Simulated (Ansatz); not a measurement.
## Site preference of a vacancy of P in glassy 61P2O5-28SrO-11Al2O3 (mol %) (97 atoms)

At which site of glassy 61P2O5-28SrO-11Al2O3 (mol %) (97 atoms) does a vacancy of P cost least, and what about the site decides it?

Method: Kohn-Sham DFT, PBE, PAW (set soft_2), plane waves, in Ansatz 0.2.0.

## Step 1: Set-up

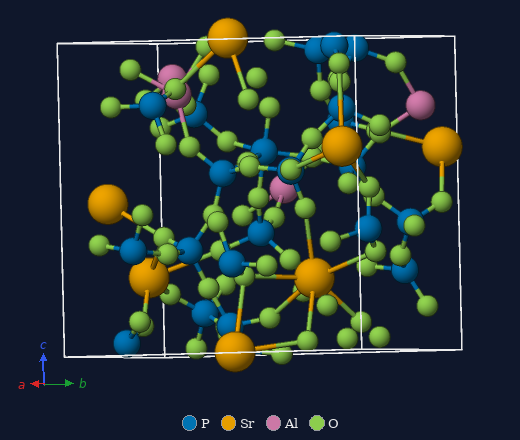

The cell as given, slightly off an axis (phosphorus blue, strontium orange, aluminium pink, oxygen green). Bonds to atoms that aren't drawn are left out. Some periodic images of atoms are drawn too.

The cell holds 97 atoms: 22 P, 5 Sr, 4 Al and 66 O. Cell: a = 11.092 Å, b = 11.092 Å, c = 11.092 Å, α = 90.0°, β = 90.0°, γ = 90.0°. 97 atoms (22 P, 5 Sr, 4 Al, 66 O) placed at random at 2.77 g/cm³, melted at 4000 K for 10 ps at fixed volume with the Morse and Coulomb pair potential with partial charges (Pedone, Malavasi, Menziani, Cormack and Segre, J. Phys. Chem. B 110, 11780 (2006)). Quenched from 4000 K to 300 K at 500 K/ps and fixed volume, held 10 ps at zero pressure.

Limits known from the start: The quench rate of 500 K/ps is orders of magnitude faster than experiment, which tends to freeze in extra defects. The network of bonds at the start is that of the classical potential that made the cell, and needn't be the one that DFT or experiment would give. Only the Γ point is sampled, in a cell whose shortest periodic width is 11 Å.

## Step 2: Single point at the start

A single point comes first, to see the forces before anything moves.

The input, input.yaml:

```yaml
crystal:
  lattice:
    - [11.09234, 0.0, 0.0]
    - [0.0, 11.09234, 0.0]
    - [0.0, 0.0, 11.09234]
  atoms:
    - { symbol: P, position: [0.42168, 0.49255, 0.64361] }
    - { symbol: P, position: [0.22494, 0.91284, 0.40971] }
    - { symbol: P, position: [0.44825, 0.81542, 0.96527] }
    - { symbol: P, position: [0.09013, 0.64054, 0.73732] }
    - { symbol: P, position: [0.9796, 0.30938, 0.7935] }
    - { symbol: P, position: [0.69205, 0.44258, 0.57523] }
    - { symbol: P, position: [0.31883, 0.35939, 0.0155] }
    - { symbol: P, position: [0.13614, 0.18466, 0.13593] }
    - { symbol: P, position: [0.83237, 0.97508, 0.38557] }
    - { symbol: P, position: [0.58268, 0.42027, 0.08921] }
    - { symbol: P, position: [0.94626, 0.22133, 0.33217] }
    - { symbol: P, position: [0.02591, 0.82325, 0.25865] }
    - { symbol: P, position: [0.72288, 0.11785, 0.04063] }
    - { symbol: P, position: [0.78094, 0.70154, 0.57711] }
    - { symbol: P, position: [0.95757, 0.55678, 0.28459] }
    - { symbol: P, position: [0.68783, 0.32335, 0.33172] }
    - { symbol: P, position: [0.3599, 0.76728, 0.58895] }
    - { symbol: P, position: [0.40475, 0.25408, 0.76909] }
    - { symbol: P, position: [0.30196, 0.43487, 0.38559] }
    - { symbol: P, position: [0.8416, 0.87812, 0.97168] }
    - { symbol: P, position: [0.24491, 0.6217, 0.96469] }
    - { symbol: P, position: [0.6465, 0.83222, 0.77404] }
    - { symbol: Sr, position: [0.56218, 0.01021, 0.48761] }
    - { symbol: Sr, position: [0.00352, 0.95084, 0.64847] }
    - { symbol: Sr, position: [0.91185, 0.54421, 0.00337] }
    - { symbol: Sr, position: [0.43869, 0.10172, 0.25111] }
    - { symbol: Sr, position: [0.64381, 0.72618, 0.23497] }
    - { symbol: Al, position: [0.70129, 0.2973, 0.83082] }
    - { symbol: Al, position: [0.04805, 0.43148, 0.52751] }
    - { symbol: Al, position: [0.04541, 0.06283, 0.88649] }
    - { symbol: Al, position: [0.32108, 0.98834, 0.7793] }
    - { symbol: O, position: [0.89771, 0.09169, 0.35382] }
    - { symbol: O, position: [0.02326, 0.47907, 0.19967] }
    - { symbol: O, position: [0.4402, 0.5207, 0.7837] }
    - { symbol: O, position: [0.22089, 0.09796, 0.19875] }
    - { symbol: O, position: [0.7204, 0.96046, 0.31398] }
    - { symbol: O, position: [0.81419, 0.19334, 0.10808] }
    - { symbol: O, position: [0.36931, 0.35197, 0.6796] }
    - { symbol: O, position: [0.82527, 0.55181, 0.24467] }
    - { symbol: O, position: [0.31874, 0.53663, 0.29861] }
    - { symbol: O, position: [0.99733, 0.88648, 0.14275] }
    - { symbol: O, position: [0.1784, 0.01608, 0.8192] }
    - { symbol: O, position: [0.60418, 0.94478, 0.71692] }
    - { symbol: O, position: [0.26208, 0.80487, 0.49461] }
    - { symbol: O, position: [0.48396, 0.79431, 0.53522] }
    - { symbol: O, position: [0.56085, 0.48337, 0.60913] }
    - { symbol: O, position: [0.34563, 0.85739, 0.69544] }
    - { symbol: O, position: [0.00087, 0.68802, 0.27474] }
    - { symbol: O, position: [0.82328, 0.29508, 0.32081] }
    - { symbol: O, position: [0.53187, 0.26853, 0.79796] }
    - { symbol: O, position: [0.81899, 0.97691, 0.5183] }
    - { symbol: O, position: [0.19261, 0.61022, 0.83647] }
    - { symbol: O, position: [0.07477, 0.35652, 0.88293] }
    - { symbol: O, position: [0.65878, 0.38635, 0.98048] }
    - { symbol: O, position: [0.98712, 0.17124, 0.79183] }
    - { symbol: O, position: [0.76336, 0.558, 0.59343] }
    - { symbol: O, position: [0.13615, 0.98961, 0.47157] }
    - { symbol: O, position: [0.03697, 0.22149, 0.22707] }
    - { symbol: O, position: [0.68689, 0.40689, 0.44316] }
    - { symbol: O, position: [0.28175, 0.48906, 0.99888] }
    - { symbol: O, position: [0.70213, 0.74866, 0.67969] }
    - { symbol: O, position: [0.22943, 0.2868, 0.09118] }
    - { symbol: O, position: [0.93145, 0.87982, 0.34709] }
    - { symbol: O, position: [0.71858, 0.34225, 0.66171] }
    - { symbol: O, position: [0.82166, 0.75818, 0.03206] }
    - { symbol: O, position: [0.7559, 0.86486, 0.85739] }
    - { symbol: O, position: [0.00118, 0.27354, 0.44565] }
    - { symbol: O, position: [0.57876, 0.55144, 0.11181] }
    - { symbol: O, position: [0.76956, 0.98365, 0.04004] }
    - { symbol: O, position: [0.99596, 0.35647, 0.66872] }
    - { symbol: O, position: [0.37343, 0.12968, 0.72842] }
    - { symbol: O, position: [0.07938, 0.13386, 0.0256] }
    - { symbol: O, position: [0.54712, 0.79102, 0.86778] }
    - { symbol: O, position: [0.11975, 0.77134, 0.70558] }
    - { symbol: O, position: [0.85706, 0.34529, 0.8465] }
    - { symbol: O, position: [0.9523, 0.92997, 0.91311] }
    - { symbol: O, position: [0.35176, 0.71398, 0.9635] }
    - { symbol: O, position: [0.59873, 0.13223, 0.09634] }
    [... 13 atom lines left out ...]
    - { symbol: O, position: [0.63305, 0.36618, 0.21115] }
    - { symbol: O, position: [0.36325, 0.6327, 0.62298] }
    - { symbol: O, position: [0.34217, 0.28661, 0.8932] }
    - { symbol: O, position: [0.34112, 0.31167, 0.33273] }
    - { symbol: O, position: [0.96236, 0.51352, 0.41745] }
    - { symbol: O, position: [0.39446, 0.93267, 0.91749] }
kpoints:
  mp_grid: { grid: [1, 1, 1] }
hamiltonian:
  xc: pbe
scf:
  occupations: { method: fermi_dirac, width: 0.025 }
output:
  forces: true
```

Launch:

```sh
ansatz run input.yaml --threads 4 --pin off --max-ram 8192MiB --backend cpu --events-out ev --progress --plain --runs-dir out
```

Numbers of over 12 decimals in the logs are rounded to 6 here.

Output:

```text
[...]
Pseudopotentials: kind: paw
Pseudopotential: P, paw, valence charge 5, recommended cutoff 420 eV (normal), P.paw.azcp
Pseudopotential: Sr, paw, valence charge 10, recommended cutoff 420 eV (normal), Sr.paw.azcp
Pseudopotential: Al, paw, valence charge 3, recommended cutoff 420 eV (normal), Al.paw.azcp
Pseudopotential: O, paw, valence charge 6, recommended cutoff 420 eV (normal), O.paw.azcp
[... 5 lines on functional and potentials left out ...]
Crystal: 97 atoms, lattice volume = 1364.802 Å³
Basis set: ecut = 420 eV, 26745 PW (Γ), exchange–correlation on 150×150×150 points (8 copies of the dense FFT grid, shifted against one another)
Bands: 381, of which v1, the nominal top of the filled ones, is band 284 counted from 1 (283 counted from 0)
Symmetry: 1 space group operations
Space group: P1 (ITA 1), of the structure as read, at distance tolerance 1.1e-4 Å
k-points: 1
[... 9 lines on functional and potentials left out ...]
Initial density: superposition of atomic densities (neutral atoms: chi_scale 0, normalization atom), corrected by the library's trained network
Initial wavefunctions: pseudopotential atomic-orbital guess
[...]
SCF iter   1: F=—  HF=-73988.581112 eV  |F-HF|=—  |Δ(HF+E_count)|=         —  Δρ=5.85e-3  dr2=9.01e-1  ethr=1.77e-3  ⟨swp⟩=8.0  Hψ=2161  notcnv=0  defer=75
preconditioner: auto → Resta (q_TF=auto, 2.357 Å⁻¹)  ε∞=3.2  [insulator: Δε(μ)=2.227 eV  Ē_g=16.071 eV  σ=0.025 eV  W_gap=1.00  n_scr=304 (ndim 8)  ℏωp=23.7 eV  f_vac=0.171  D(μ)=0.00/eV (n_scr^D=0)  ε∞_Penn≈3.2]
SCF iter   2: F=—  HF=-73988.359012 eV  |F-HF|=—  |Δ(HF+E_count)|=   2.22e-1  Δρ=3.03e-3  dr2=2.17e-1  ethr=1.59e-4  ⟨swp⟩=3.0  Hψ=682  notcnv=0  defer=92
SCF iter   3: F=—  HF=-73988.299616 eV  |F-HF|=—  |Δ(HF+E_count)|=   5.94e-2  Δρ=1.37e-3  dr2=6.84e-2  ethr=3.82e-5  ⟨swp⟩=3.0  Hψ=624  notcnv=0  defer=40
automatic band count: iteration 3 solves 329 bands in place of 381: the levels show a gap, and the empty bands left out lie too high to hold charge; the band table lists the bands solved (type scf.n_extra_bands for more)
SCF iter   4: F=—  HF=-73988.276133 eV  |F-HF|=—  |Δ(HF+E_count)|=   2.35e-2  Δρ=6.57e-4  dr2=7.41e-3  ethr=1.20e-5  ⟨swp⟩=5.0  Hψ=539  notcnv=0  defer=40
SCF iter   5: F=—  HF=-73988.275198 eV  |F-HF|=—  |Δ(HF+E_count)|=   9.35e-4  Δρ=3.90e-4  dr2=1.92e-3  ethr=1.30e-6  ⟨swp⟩=4.0  Hψ=639  notcnv=0  defer=38
[...]
SCF iter  10: F=—  HF=-73988.272836 eV  |F-HF|=—  |Δ(HF+E_count)|=   1.20e-7  Δρ=4.03e-6  dr2=2.23e-7  ethr=2.17e-10  ⟨swp⟩=3.0  Hψ=559  notcnv=0  defer=38
SCF iter  11: F=-73988.272836 eV  HF=-73988.272836 eV  |F-HF|=1.31e-8  |Δ(HF+E_count)|=   8.18e-8  Δρ=1.29e-6  dr2=2.70e-8  ethr=1.76e-11  ⟨swp⟩=6.0  Hψ=1259  notcnv=0
SCF 1 converged in 11 iterations: F = -73988.272836 eV  dr2 = 2.70e-8
[...]
SCF converged after 11 iterations
Free energy (F): -73988.272836 eV
Harris-Foulkes:  -73988.272836 eV  (|F-HF|=1.31e-8)
Internal energy: -73988.272836 eV  (E = F + TS)
E sigma→0 (E₀):  -73988.272836 eV
Fermi energy:    5.820940 eV
--- Per-component energies (eV) ---
[...]
Σ components = -73988.272836   (vs F -73988.272836, Δ=0.00e0)
--- Forces (eV/Å), atoms counted from 1 ---
  atom   1  P     -1.03292184     0.70670942     2.25112539
  atom   2  P      0.16109098     0.19564891     2.96081888
  atom   3  P     -0.01388240     3.15574302     1.88885084
  atom   4  P     -2.14105301     2.34360785    -0.59170478
[...]
atom  97  O     -0.59911716     0.35975853    -0.00152241
  max |Σ_I F_I| component: 1.31e-4 eV/Å
```

The job ended after 12 s (4 threads of Intel Xeon Platinum 8488C (Sapphire Rapids), shared host; peak memory 1.8 GiB; 40 s of CPU time).

The r.m.s. force at the start is 1.6 eV/Å.

## Step 3: Relaxation

The atoms are relaxed in the fixed cell, aiming at the force tolerance of the input.

The input, input.yaml:

```yaml
crystal:
  lattice:
    - [11.09234, 0.0, 0.0]
    - [0.0, 11.09234, 0.0]
    - [0.0, 0.0, 11.09234]
  atoms:
    [... the 97 atom lines of step 2 ...]
kpoints:
  mp_grid: { grid: [1, 1, 1] }
hamiltonian:
  xc: pbe
scf:
  occupations: { method: fermi_dirac, width: 0.025 }
output:
  forces: true
relax:
  f_tol: 0.05
  max_steps: 120
```

Output:

```text
[...]
Crystal: 97 atoms, lattice volume = 1364.802 Å³
Basis set: ecut = 420 eV, 26745 PW (Γ), exchange–correlation on 150×150×150 points (8 copies of the dense FFT grid, shifted against one another)
Bands: 381, of which v1, the nominal top of the filled ones, is band 284 counted from 1 (283 counted from 0)
Symmetry: 1 space group operations
[...]
k-points: 1
[...]
SCF iter   1: F=—  HF=-73988.581108 eV  |F-HF|=—  |Δ(HF+E_count)|=         —  Δρ=5.85e-3  dr2=9.01e-1  ethr=1.77e-3  ⟨swp⟩=8.0  Hψ=2161  notcnv=0  defer=75
[...]
SCF iter   6: F=—  HF=-73988.272770 eV  |F-HF|=—  |Δ(HF+E_count)|=   9.75e-5  Δρ=1.31e-4  dr2=2.22e-4  ethr=3.47e-7  ⟨swp⟩=3.0  Hψ=559  notcnv=0  defer=90
SCF iter   7: F=-73988.272813 eV  HF=-73988.272822 eV  |F-HF|=9.63e-6  |Δ(HF+E_count)|=   5.24e-5  Δρ=6.59e-5  dr2=5.25e-5  ethr=1.10e-8  ⟨swp⟩=4.0  Hψ=1557  notcnv=0
SCF 1 converged in 7 iterations: F = -73988.272813 eV  dr2 = 5.25e-5
[...]
relax step   1: F+E_penalty+E_count = -73988.27281282 eV  Δ(F+E_penalty+E_count) = +0.000e0 eV  max|allowed force component| = 5.665e0 eV/Å  Δτ_max = 0.0000 Å  (7 SCF iters, dr2 threshold 6.25e-5 eV, accepted)
[...]
relax step   2: F+E_penalty+E_count = -73993.10563222 eV  Δ(F+E_penalty+E_count) = -4.833e0 eV  max|allowed force component| = 4.045e0 eV/Å  Δτ_max = 0.1978 Å  (7 SCF iters, dr2 threshold 1.00e-4 eV, accepted)
[...]
relax step   3: F+E_penalty+E_count = -73998.00427304 eV  Δ(F+E_penalty+E_count) = -4.899e0 eV  max|allowed force component| = 1.336e0 eV/Å  Δτ_max = 0.1922 Å  (7 SCF iters, dr2 threshold 1.00e-4 eV, accepted)
relax step   4: F+E_penalty+E_count = -73999.57712667 eV  Δ(F+E_penalty+E_count) = -1.573e0 eV  max|allowed force component| = 1.249e0 eV/Å  Δτ_max = 0.2000 Å  (7 SCF iters, dr2 threshold 1.00e-4 eV, accepted)
relax step   5: F+E_penalty+E_count = -74000.62431877 eV  Δ(F+E_penalty+E_count) = -1.047e0 eV  max|allowed force component| = 7.398e-1 eV/Å  Δτ_max = 0.1986 Å  (7 SCF iters, dr2 threshold 1.00e-4 eV, accepted)
relax step   6: F+E_penalty+E_count = -74001.38983088 eV  Δ(F+E_penalty+E_count) = -7.655e-1 eV  max|allowed force component| = 7.567e-1 eV/Å  Δτ_max = 0.2000 Å  (7 SCF iters, dr2 threshold 1.00e-4 eV, accepted)
relax step   7: F+E_penalty+E_count = -74001.79628989 eV  Δ(F+E_penalty+E_count) = -4.065e-1 eV  max|allowed force component| = 7.739e-1 eV/Å  Δτ_max = 0.1907 Å  (7 SCF iters, dr2 threshold 1.00e-4 eV, accepted)
relax step   8: F+E_penalty+E_count = -74002.34846501 eV  Δ(F+E_penalty+E_count) = -5.522e-1 eV  max|allowed force component| = 5.369e-1 eV/Å  Δτ_max = 0.2000 Å  (6 SCF iters, dr2 threshold 1.00e-4 eV, accepted)
relax step   9: F+E_penalty+E_count = -74002.69096529 eV  Δ(F+E_penalty+E_count) = -3.425e-1 eV  max|allowed force component| = 8.802e-1 eV/Å  Δτ_max = 0.1949 Å  (7 SCF iters, dr2 threshold 1.00e-4 eV, accepted)
relax step  10: F+E_penalty+E_count = -74003.00400201 eV  Δ(F+E_penalty+E_count) = -3.130e-1 eV  max|allowed force component| = 5.749e-1 eV/Å  Δτ_max = 0.2000 Å  (6 SCF iters, dr2 threshold 1.00e-4 eV, accepted)
relax step  11: F+E_penalty+E_count = -74003.17527647 eV  Δ(F+E_penalty+E_count) = -1.713e-1 eV  max|allowed force component| = 5.123e-1 eV/Å  Δτ_max = 0.1914 Å  (6 SCF iters, dr2 threshold 1.00e-4 eV, accepted)
relax step  12: F+E_penalty+E_count = -74003.37535435 eV  Δ(F+E_penalty+E_count) = -2.001e-1 eV  max|allowed force component| = 5.310e-1 eV/Å  Δτ_max = 0.2000 Å  (6 SCF iters, dr2 threshold 1.00e-4 eV, accepted)
relax step  13: F+E_penalty+E_count = -74003.42747716 eV  Δ(F+E_penalty+E_count) = -5.212e-2 eV  max|allowed force component| = 8.178e-1 eV/Å  Δτ_max = 0.1947 Å  (6 SCF iters, dr2 threshold 1.00e-4 eV, accepted)
relax step  14: F+E_penalty+E_count = -74003.50030771 eV  Δ(F+E_penalty+E_count) = -7.283e-2 eV  max|allowed force component| = 3.827e-1 eV/Å  Δτ_max = 0.1325 Å  (6 SCF iters, dr2 threshold 1.00e-4 eV, accepted)
relax step  15: F+E_penalty+E_count = -74003.60939632 eV  Δ(F+E_penalty+E_count) = -1.091e-1 eV  max|allowed force component| = 3.373e-1 eV/Å  Δτ_max = 0.2000 Å  (7 SCF iters, dr2 threshold 3.21e-5 eV, accepted)
relax step  16: F+E_penalty+E_count = -74003.72244882 eV  Δ(F+E_penalty+E_count) = -1.131e-1 eV  max|allowed force component| = 3.296e-1 eV/Å  Δτ_max = 0.1952 Å  (7 SCF iters, dr2 threshold 2.49e-5 eV, accepted)
relax step  17: F+E_penalty+E_count = -74003.81138111 eV  Δ(F+E_penalty+E_count) = -8.893e-2 eV  max|allowed force component| = 3.499e-1 eV/Å  Δτ_max = 0.1985 Å  (6 SCF iters, dr2 threshold 8.44e-5 eV, accepted)
relax step  18: F+E_penalty+E_count = -74003.93811202 eV  Δ(F+E_penalty+E_count) = -1.267e-1 eV  max|allowed force component| = 4.316e-1 eV/Å  Δτ_max = 0.1953 Å  (6 SCF iters, dr2 threshold 1.00e-4 eV, accepted)
relax step  19: F+E_penalty+E_count = -74004.08654464 eV  Δ(F+E_penalty+E_count) = -1.484e-1 eV  max|allowed force component| = 5.287e-1 eV/Å  Δτ_max = 0.1949 Å  (6 SCF iters, dr2 threshold 1.00e-4 eV, accepted)
relax step  20: F+E_penalty+E_count = -74004.20240677 eV  Δ(F+E_penalty+E_count) = -1.159e-1 eV  max|allowed force component| = 5.672e-1 eV/Å  Δτ_max = 0.1950 Å  (6 SCF iters, dr2 threshold 1.00e-4 eV, accepted)
relax step  21: F+E_penalty+E_count = -74004.41098370 eV  Δ(F+E_penalty+E_count) = -2.086e-1 eV  max|allowed force component| = 3.264e-1 eV/Å  Δτ_max = 0.2000 Å  (6 SCF iters, dr2 threshold 1.00e-4 eV, accepted)
relax step  22: F+E_penalty+E_count = -74004.51426258 eV  Δ(F+E_penalty+E_count) = -1.033e-1 eV  max|allowed force component| = 6.051e-1 eV/Å  Δτ_max = 0.1339 Å  (7 SCF iters, dr2 threshold 3.53e-5 eV, accepted)
relax step  23: F+E_penalty+E_count = -74004.60195267 eV  Δ(F+E_penalty+E_count) = -8.769e-2 eV  max|allowed force component| = 8.019e-1 eV/Å  Δτ_max = 0.1162 Å  (6 SCF iters, dr2 threshold 1.00e-4 eV, accepted)
relax step  24: F+E_penalty+E_count = -74004.70692177 eV  Δ(F+E_penalty+E_count) = -1.050e-1 eV  max|allowed force component| = 3.620e-1 eV/Å  Δτ_max = 0.2000 Å  (6 SCF iters, dr2 threshold 1.00e-4 eV, accepted)
relax step  25: F+E_penalty+E_count = -74004.78726916 eV  Δ(F+E_penalty+E_count) = -8.035e-2 eV  max|allowed force component| = 4.015e-1 eV/Å  Δτ_max = 0.1035 Å  (7 SCF iters, dr2 threshold 2.67e-5 eV, accepted)
relax step  26: F+E_penalty+E_count = -74004.78937542 eV  Δ(F+E_penalty+E_count) = -2.106e-3 eV  max|allowed force component| = 3.548e-1 eV/Å  Δτ_max = 0.2000 Å  (7 SCF iters, dr2 threshold 3.29e-5 eV, accepted)
relax step  27: F+E_penalty+E_count = -74004.86782580 eV  Δ(F+E_penalty+E_count) = -7.845e-2 eV  max|allowed force component| = 1.779e-1 eV/Å  Δτ_max = 0.1206 Å  (6 SCF iters, dr2 threshold 9.83e-5 eV, accepted)
relax step  28: F+E_penalty+E_count = -74004.81354807 eV  Δ(F+E_penalty+E_count) = +5.428e-2 eV  max|allowed force component| = 7.795e-1 eV/Å  Δτ_max = 0.2000 Å  (8 SCF iters, dr2 threshold 7.96e-6 eV, rejected (line search))
relax step  29: F+E_penalty+E_count = -74004.89205912 eV  Δ(F+E_penalty+E_count) = -2.423e-2 eV  max|allowed force component| = 7.875e-2 eV/Å  Δτ_max = 0.0668 Å  (10 SCF iters, accepted)
relax step  30: F+E_penalty+E_count = -74004.88915643 eV  Δ(F+E_penalty+E_count) = +2.903e-3 eV  max|allowed force component| = 2.589e-1 eV/Å  Δτ_max = 0.1000 Å  (9 SCF iters, rejected (line search))
[...]
relax step  31: F+E_penalty+E_count = -74004.90144941 eV  Δ(F+E_penalty+E_count) = -9.390e-3 eV  max|allowed force component| = 4.620e-2 eV/Å  Δτ_max = 0.0491 Å  (9 SCF iters, accepted)
SCF converged after 9 iterations
Free energy (F): -74004.901449 eV
[...]
Internal energy: -74004.901449 eV  (E = F + TS)
E sigma→0 (E₀):  -74004.901449 eV
Fermi energy:    5.434863 eV
[...]
Σ components = -74004.901449   (vs F -74004.901449, Δ=0.00e0)
--- Forces (eV/Å), atoms counted from 1 ---
  atom   1  P      0.01131422    -0.02257238     0.00881168
  atom   2  P     -0.00386958     0.00906997     0.00254669
  atom   3  P     -0.02126141     0.00675447    -0.00779792
  atom   4  P     -0.00521359    -0.00913012    -0.00671921
[...]
atom  97  O      0.00061440    -0.01404455     0.00132467
  max |Σ_I F_I| component: 1.09e-5 eV/Å
--- Relaxed structure (31 steps of the walk, 29 accepted, 0 SCFs on fresh bases) ---
  F+E_penalty+E_count = -74004.90144941 eV   max|allowed force component| = 4.620e-2 eV/Å
  atoms:
    - { symbol: P, position: [0.441195, 0.552403, 0.587174] }
    - { symbol: P, position: [0.223837, 0.958453, 0.424179] }
    - { symbol: P, position: [0.458711, 0.799547, 0.969424] }
    - { symbol: P, position: [0.097682, 0.640617, 0.719621] }
[...]
- { symbol: O, position: [0.367198, 0.892442, 0.927885] }
```

It took 4.3 min on 4 threads; peak memory 1.8 GiB; 15 min of CPU time.

The relaxation converged after 31 steps, 16.6 eV below its start, with a largest force component of 0.046 eV/Å.

(Part 1 of 3 ends here.)

[Logs are printed without paths, hosts, clocks, repeated set-up lines and the standing remarks that a program may print on its own settings, such as how far it seeks lower states.]

[Hosts, paths, dates, database ids (printed as entryN), source tags and the programs' standing remarks are cut or masked in the printed files.]
